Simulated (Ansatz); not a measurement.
## Electronic structure of C3H3F3 (SMILES C=CC(F)(F)F) in real space

Input

```
crystal:
  periodic: [false, false, false]
  atoms:
    - {symbol: C, position_ang: [0.184916, -1.279462, 0.558044]}
    - {symbol: C, position_ang: [-0.498859, -0.194320, 0.244253]}
    - {symbol: C, position_ang: [0.092575, 0.961682, -0.490195]}
    - {symbol: F, position_ang: [-0.564192, 1.188525, -1.638611]}
    - {symbol: F, position_ang: [0.003264, 2.088009, 0.234548]}
    - {symbol: F, position_ang: [1.380536, 0.784578, -0.795397]}
    - {symbol: H, position_ang: [1.230018, -1.385433, 0.293460]}
    - {symbol: H, position_ang: [-0.283523, -2.096354, 1.092732]}
    - {symbol: H, position_ang: [-1.544726, -0.067225, 0.501155]}
basis:
  gaussian: {orbitals: def2-TZVPP}
hamiltonian: {xc: pbe0, dispersion: d4}
output: {orbitals: {seedname: orbitals}}
```

Command:

```sh
ansatz run in.yaml --threads 4 --pin off --events-out ev --progress --plain --max-ram 10444MiB
```

Geometry: PBE0-D4/def2-TZVP.

Computed with RKS PBE0-D4/def2-TZVPP (Ansatz 0.2.0).

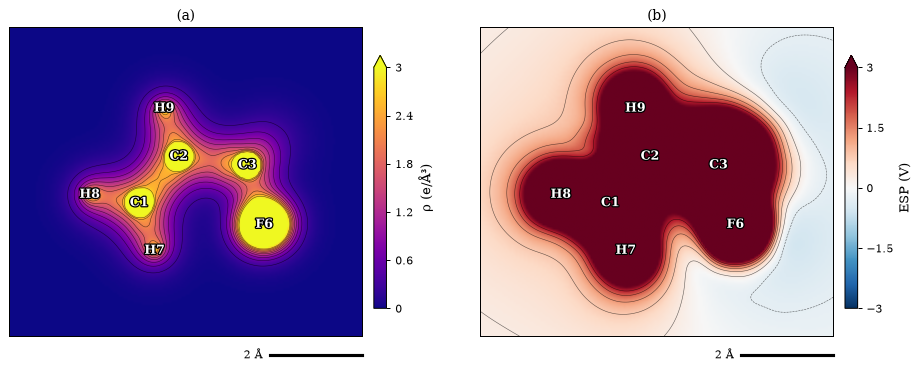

Figure 1. (a) electron density; (b) molecular electrostatic potential on the plane of atoms C1, C2 and C3.

### Describe what can be read from this map.

Atoms in the plane: C, F and H.
C–C (1.32 Å): ρ at the midpoint is about 2.4 e/Å³.
C–F (1.34 Å): ρ at the midpoint is about 2.4 e/Å³, with its minimum of 2 e/Å³ about 0.5 Å from C.
C–H (1.08 Å): ρ at the midpoint is about 2.1 e/Å³.
C–C (1.49 Å): ρ is about 1.9 e/Å³ halfway.
Outside the dense part of the molecule the potential is most negative (−0.5 V) near F6.

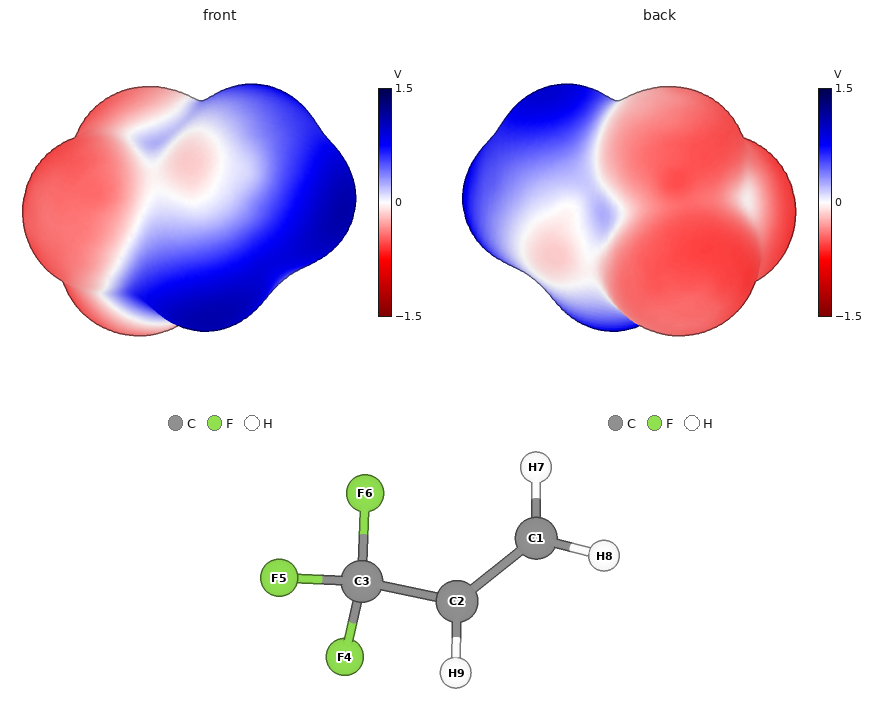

Figure 2. The electrostatic potential painted on the density surface at 0.001 e/bohr³, seen from the front and from behind; red is negative and blue positive. The bare structure is drawn below in the same view.

### Where is the surface potential most negative and most positive?

The most negative region (about −0.6 V) lies over F4 and F5, the most positive (about +1.1 V) over H8 and H9.

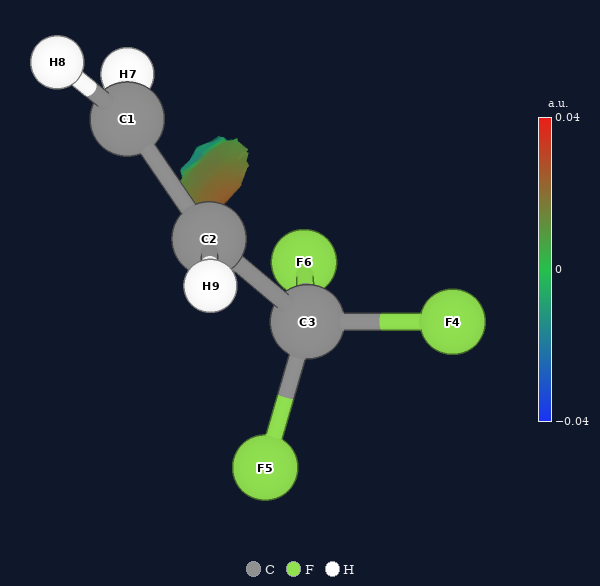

Figure 3. Non-covalent interaction (NCI) plot: the surface where the reduced density gradient is 0.6, for densities under 0.05 a.u., coloured by sign(λ₂)ρ; seen at an oblique angle.

### Which non-covalent interactions does the plot reveal?

Between C1 and H7 on one side and F6 and C3 on the other: a weak contact, attractive (blue-green) on one side and crowded (olive to red) on the other.

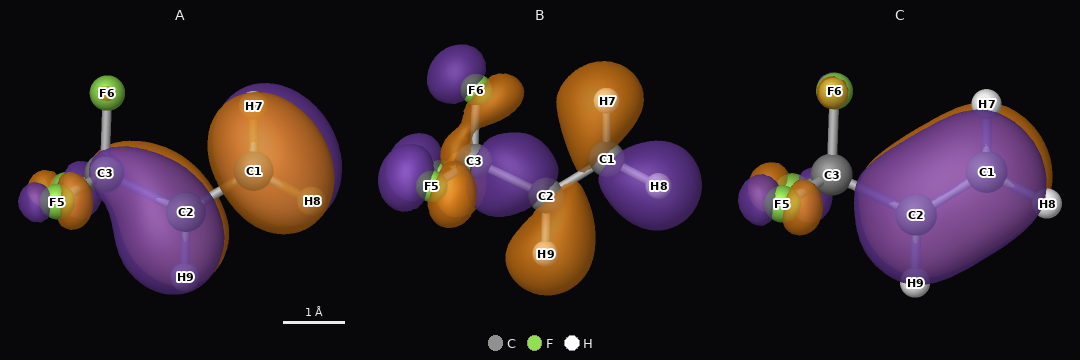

Figure 4. Three frontier orbitals at ±0.1 Å⁻³ᐟ² (orange and purple are the two phases), in no order.

### Which picture is the HOMO−1, the HOMO and the LUMO?

B is the HOMO−1 (−10.62 eV). Its weight (Hirshfeld) is mainly on C2 (about 20 %), C1 (about 15 %), C3 (about 15 %), F4 (about 10 %), F5 (about 10 %) and H8 (about 10 %). C is the HOMO (−8.79 eV). By Hirshfeld shares it lies mainly on C1 (about 40 %) and C2 (about 40 %); π-bonding across C1–C2. A is the LUMO (−0.81 eV). It lies mainly on C1 (about 40 %), C2 (about 30 %) and C3 (about 5 %); π-antibonding (π*) across C1–C2.

### What is the HOMO–LUMO gap?

7.98 eV between the orbital energies.
